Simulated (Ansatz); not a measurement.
Convergence study of the k-point mesh for Li (Im-3m, 1 atom in the cell)

```
Li
1.0
   -1.75023     1.75023     1.75023
    1.75023    -1.75023     1.75023
    1.75023     1.75023    -1.75023
Li
1
Direct
  0.00000   0.00000   0.00000
```

Computed with PBEsol, default PAW files made with PBE (plane waves; Ansatz, an electronic-structure program).

Base settings: basis.ecutwfc = 420 eV; kpoints.mp_grid.grid = 13 13 13; hamiltonian.xc = pbesol; hamiltonian.pseudopotentials = {kind: paw} (the program's default PAW files); scf.occupations.method = gaussian; scf.occupations.width = 0.1 eV.

The second cell is the first with its lattice scaled by 0.98.

Only quantities that move along the ladder and can be compared are tabulated.

The count of work is k-points × plane waves × bands × iterations; it is no time. 

The starting cell has typed, rounded lattice constants, without a prior relaxation at this level. Its lattice was rescaled by up to half a per cent. Ansatz's pressure includes its estimate of the finite-basis (Pulay) stress.

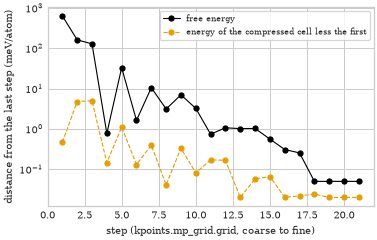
*Distance from the last step along the ladder; very small values are drawn at a floor.*

```csv
kpoints.mp_grid.grid,free energy less the last step's (meV/atom),energy of the compressed cell less the first (meV/atom),pressure (GPa),count of work / last
2 2 2,639.05,-3.30,-0.72,0.0015
3 3 3,-162.55,-7.62,-1.31,0.0020
4 4 4,129.22,2.18,-0.11,0.0040
5 5 5,-0.77,-2.97,-0.74,0.0049
6 6 6,33.04,-1.72,-0.59,0.0079
7 7 7,-1.63,-2.70,-0.71,0.0099
8 8 8,10.56,-2.43,-0.67,0.014
9 9 9,-3.12,-2.79,-0.72,0.017
10 10 10,7.02,-2.50,-0.68,0.023
11 11 11,-3.24,-2.91,-0.73,0.028
13 13 13,-0.74,-3.00,-0.74,0.042
14 14 14,1.07,-2.66,-0.70,0.051
15 15 15,1.02,-2.84,-0.72,0.059
17 17 17,1.03,-2.77,-0.71,0.082
19 19 19,0.56,-2.76,-0.71,0.11
23 23 23,0.31,-2.82,-0.72,0.18
26 26 26,-0.25,-2.85,-0.72,0.25
29 29 29,0.00,-2.80,-0.72,0.34
32 32 32,0.05,-2.82,-0.72,0.44
35 35 35,-0.02,-2.82,-0.72,0.56
39 39 39,-0.05,-2.83,-0.72,0.76
43 43 43,0.00,-2.83,-0.72,1.0
```

Coarsest kpoints.mp_grid.grid that holds the pressure within 0.1 GPa of the last step, with all finer ones: 7 7 7, at 0.0099 of the last step's count of work; the step before is off by 0.13 GPa.

Coarsest kpoints.mp_grid.grid that holds the free energy within 2 meV/atom of the last step, with all finer ones: 13 13 13, at 0.042 of the last step's count of work; the step before is off by 3.2 meV/atom.

Coarsest kpoints.mp_grid.grid that holds the energy of the compressed cell less the first within 2 meV/atom of the last step, with all finer ones: 5 5 5, at 0.0049 of the last step's count of work; the step before is off by 5.0 meV/atom.

The energy difference between the two cells stays within 1 meV/atom of the last step's from 7 7 7 on, the total only from 19 19 19 on: much of the error is common to both cells and cancels.

Keys are those of Ansatz 0.2.
